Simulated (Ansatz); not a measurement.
## Two runs on GeH4F

System: GeH4F, charge −1.
Method of run A: RHF/def2-SVPD (Ansatz 0.2.0).

Text and figures count atoms from 1; the logs count them from 0 in places.

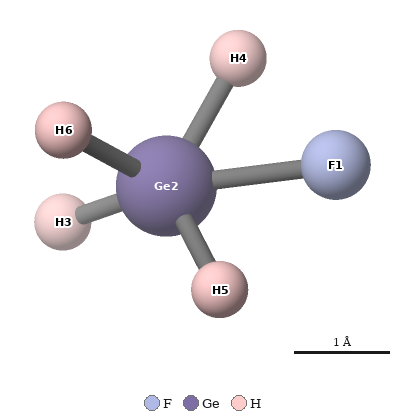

The structure (ball-and-stick view, seen at a tilt; atoms are numbered from 1 in the order of the input). Sticks mark near contacts. Bond lengths as drawn: F–Ge 1.85 Å and Ge–H 1.55 to 1.66 Å.

**Input, run A**
```yaml
crystal:
  periodic: [false, false, false]
  atoms:
    - { symbol: F, position_ang: [0.484211, 1.556564, -0.763029] }
    - { symbol: Ge, position_ang: [-0.033866, 0.013065, 0.106984] }
    - { symbol: H, position_ang: [-0.395573, -1.492838, 0.054406] }
    - { symbol: H, position_ang: [-1.030958, 1.056324, -0.457597] }
    - { symbol: H, position_ang: [1.42867, 0.435721, 0.396268] }
    - { symbol: H, position_ang: [-0.532078, 0.205199, 1.681756] }
total_charge: -1
basis:
  gaussian: { orbitals: def2-SVPD }
hamiltonian:
  xc: hf
output:
  forces: true
```

Launched with:
```bash
ansatz run input.yaml --threads 1 --pin off --max-ram 2560MiB --backend cpu --events-out ev --progress --plain --runs-dir out
```

Hardware: 1 thread of Arm Neoverse V2, 24 GiB of memory available, shared host.

**Output (run A)**
```
Engine: ansatz 0.2.0, aarch64-unknown-linux-gnu
Functional definition: HF
  exchange = exact_x
  correlation = 0
905 factors; integrals over basis functions are off by at most 1.2e-3 eV
mean field evaluation 1: about -59229.7125 eV, gradient 1.8e1 eV
mean field evaluation 2: about -59229.7681 eV, gradient 1.8e1 eV
mean field evaluation 4: about -59230.7121 eV, gradient 2.0e0 eV
mean field evaluation 8: about -59230.7311 eV, gradient 2.4e-1 eV
mean field -59230.73126785 eV, -2176.6892260619 hartree, gradient 2.1e-5 eV, S^2 0.000000; 0 other end points of the search recorded, 0 dependent functions left out
the calculation of the forces begins
reference -59230.73126785 eV, -2176.6892260619 hartree; 23, 23 occupied and 70, 70 virtual orbitals, 905 factors
Total energy: -59230.73126785 eV, -2176.6892260619 hartree
Atom 0 at     0.484211     1.556564    -0.763029 Å, force     2.851831     3.736116    -2.900671 eV/Å
Atom 1 at    -0.033866     0.013065     0.106984 Å, force    -1.239367     1.004770     3.422921 eV/Å
Atom 2 at    -0.395573    -1.492838     0.054406 Å, force     0.343067    -0.386539    -0.698274 eV/Å
Atom 3 at    -1.030958     1.056324    -0.457597 Å, force    -3.195349    -1.900286    -0.053302 eV/Å
Atom 4 at     1.428670     0.435721     0.396268 Å, force     1.046417    -2.122548     0.623969 eV/Å
Atom 5 at    -0.532078     0.205199     1.681756 Å, force     0.193400    -0.331513    -0.394643 eV/Å
Dipole moment:     0.012294    -0.484964    -0.111302 e Å
```

For run B the input was changed thus:
```diff
-    - { symbol: F, position_ang: [0.484211, 1.556564, -0.763029] }
+    - { symbol: F, position_ang: [0.807004, -1.08078, -2.889654] }
```

What does this change do to the results?

With the same method and basis, run B lies 38.8 kcal/mol lower. The largest force goes from 5.523 to 2.502 eV/Å.

**Output (run B)**
```
Engine: ansatz 0.2.0, aarch64-unknown-linux-gnu
Functional definition: HF
  exchange = exact_x
  correlation = 0
903 factors; integrals over basis functions are off by at most 1.2e-3 eV
mean field evaluation 1: about -59231.2339 eV, gradient 1.7e1 eV
mean field evaluation 2: about -59231.2692 eV, gradient 1.7e1 eV
mean field evaluation 4: about -59232.3952 eV, gradient 2.1e0 eV
mean field evaluation 8: about -59232.4144 eV, gradient 2.4e-1 eV
mean field -59232.41452910 eV, -2176.7510847719 hartree, gradient 8.1e-6 eV, S^2 0.000000; 0 other end points of the search recorded, 0 dependent functions left out
the calculation of the forces begins
reference -59232.41452910 eV, -2176.7510847719 hartree; 23, 23 occupied and 70, 70 virtual orbitals, 903 factors
Total energy: -59232.41452910 eV, -2176.7510847719 hartree
Atom 0 at     0.807004    -1.080780    -2.889654 Å, force    -0.108038     0.232040     0.430995 eV/Å
Atom 1 at    -0.033866     0.013065     0.106984 Å, force    -0.821448    -0.205029     2.354707 eV/Å
Atom 2 at    -0.395573    -1.492838     0.054406 Å, force     0.357886     0.534032    -0.666415 eV/Å
Atom 3 at    -1.030958     1.056324    -0.457597 Å, force     0.593666    -0.389326    -0.562523 eV/Å
Atom 4 at     1.428670     0.435721     0.396268 Å, force    -0.259712    -0.174028    -0.852264 eV/Å
Atom 5 at    -0.532078     0.205199     1.681756 Å, force     0.237646     0.002311    -0.704501 eV/Å
Dipole moment:    -0.483520     0.709351     1.757465 e Å
```

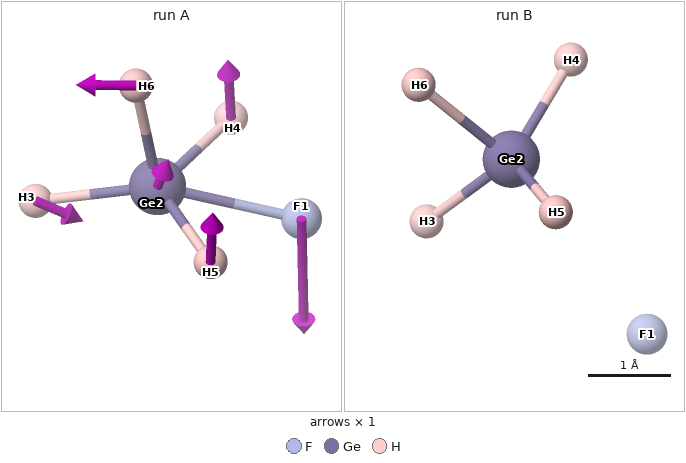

The two input geometries at one scale (ball-and-stick view, seen at a tilt). The pink arrows on the first give the shifts of the atoms after the best rigid fit, at true length. The largest move after the best rigid fit is that of F1, 1.88 Å. By element the largest moves are F 1.88 Å, H 0.95 Å, Ge 0.46 Å. Among the contacts that change: F1–Ge2 1.846 → 3.299 Å.

**The two runs side by side**

| quantity | run A | run B |
| --- | --- | --- |
| outcome | converged | converged |
| total energy (hartree) | −2176.689226 | −2176.751085 |
| largest force (eV/Å) | 5.523 | 2.502 |
| basis functions | 93 | 93 |
| wall time (shared host) | 1.4 s | 1.2 s |
